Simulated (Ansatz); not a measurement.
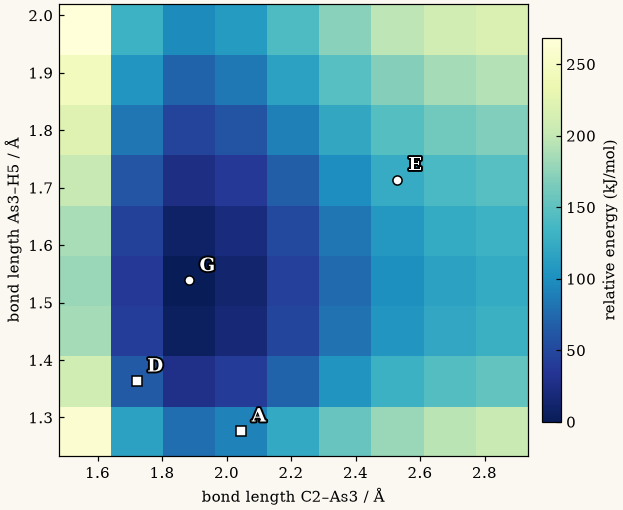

CH2AsS, SMILES S=[C][AsH2], spin multiplicity 2. 
- First axis: bond length C2–As3. Second axis: bond length As3–H5.
- Nothing is relaxed (all other coordinates rigid).
- Grid: 9 × 9 points.
- Points are written as (first, second).
- All energies are given in kJ/mol relative to the lowest grid point.
- Computed with UKS PBE0-D4/def2-SVP in Ansatz.

In the figure: one coloured cell a grid point, lettered points.

Question: Is E the lowest point of the computed grid?

Answer: No. E lies 124 kJ/mol above the lowest grid point, which is at (1.883 Å, 1.539 Å).

Question: What kind of point is each of E, G: minimum, saddle, maximum or slope?

Answer: E: on a slope; G: minimum. (In these two coordinates alone; a stationary point may lie a little off the grid point.)

Question: Rank the lettered points by energy, lowest first.

Answer: G (0 kJ/mol), D (65 kJ/mol), A (91 kJ/mol), E (124 kJ/mol).
